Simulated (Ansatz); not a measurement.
## Electronic structure of Cl₂H₂OSi in real space

The calculation's input:

```
crystal:
  periodic: [false, false, false]
  atoms:
    - { symbol: Si, position_ang: [0.051765, -0.010092, 0.229171] }
    - { symbol: H, position_ang: [0.1383, -0.064215, 1.679426] }
    - { symbol: Cl, position_ang: [2.122808, 0.060333, -0.006458] }
    - { symbol: O, position_ang: [-0.655797, 1.318476, -0.425753] }
    - { symbol: H, position_ang: [-1.496784, 1.162765, -0.86326] }
    - { symbol: Cl, position_ang: [-0.776792, -1.694367, -0.593226] }
basis:
  gaussian: { orbitals: def2-SVP }
hamiltonian:
  xc: pbe0
  dispersion: d4
relax:
  f_tol: 0.03
  max_steps: 50
output:
  orbitals: {}
```

Command:

```sh
ansatz run input.yaml --threads 1 --pin off --max-ram 2048MiB --backend cpu --events-out ev --progress --plain --runs-dir out
```

The fields are those of the run's last geometry, not of the input's.

These are results of Ansatz, RKS PBE0-D4/def2-SVP, not measurements.

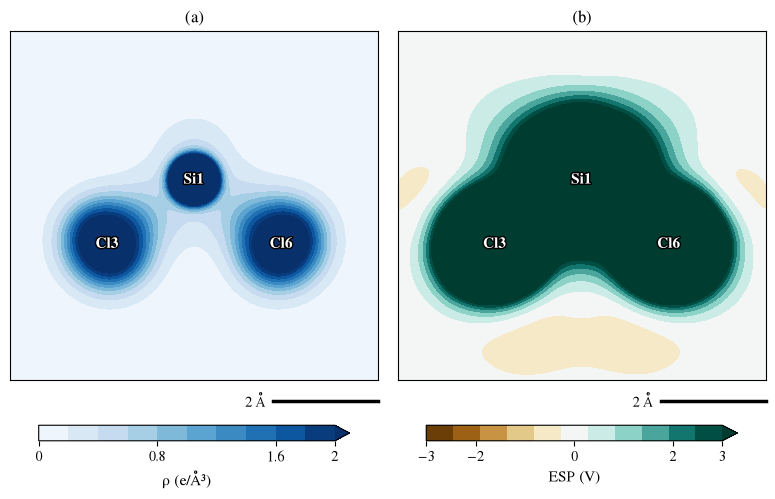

Figure 1. (a) total electron density; (b) electrostatic potential on the plane of atoms Cl3, Si1 and Cl6.

> Read the bonding off the picture.

- The plane passes through Si and Cl nuclei.
- Si–Cl (2.06 Å): the density is about 0.87 e/Å³ at the midpoint.
- Outside the dense part of the molecule the potential is most negative (−0.4 V) near Cl3 and Cl6.

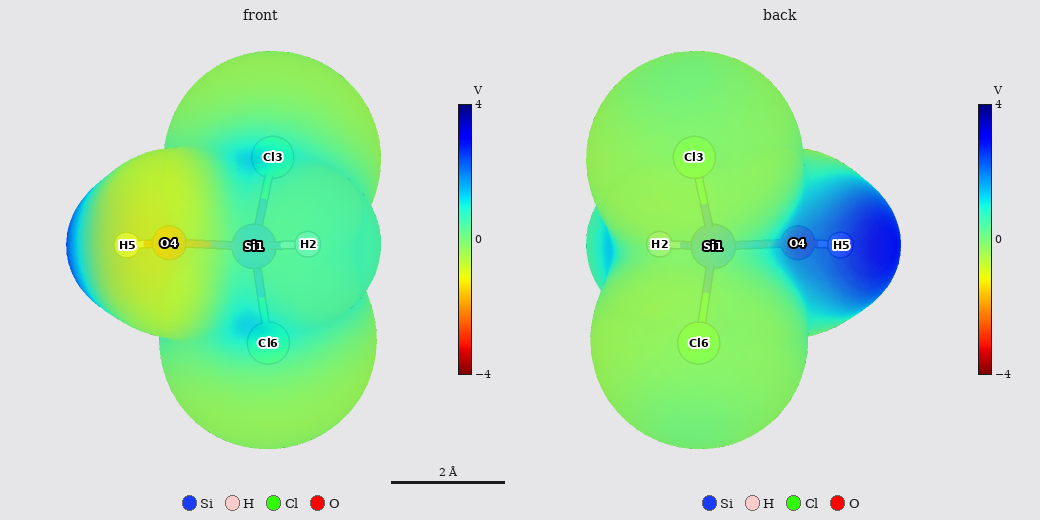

Figure 2. The molecular electrostatic potential painted on the density surface at 0.002 e/bohr³, seen from the front and from behind; the colour scale runs from red (negative) to blue (positive).

> Describe the electrostatic potential map.

The most negative region (about −1.0 V) lies over O4, the most positive (about +3.0 V) over H5. O4 is the likeliest acceptor of a hydrogen bond.

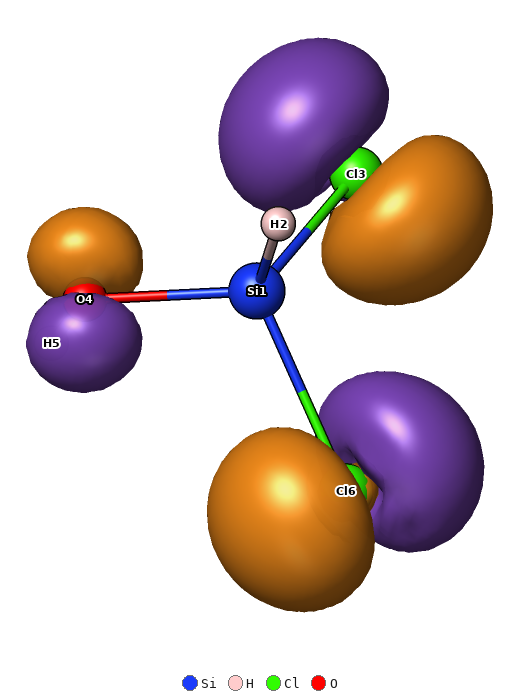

Figure 3. The HOMO at ±0.15 Å⁻³ᐟ² (orange and purple are the two phases), seen at a tilt.

> What is the character of this orbital?

By Hirshfeld shares it lies mainly on Cl3 (about 40 %), Cl6 (about 40 %) and O4 (about 10 %); largely a combination of lone pairs on Cl3, Cl6 and O4. Its energy is −9.04 eV.
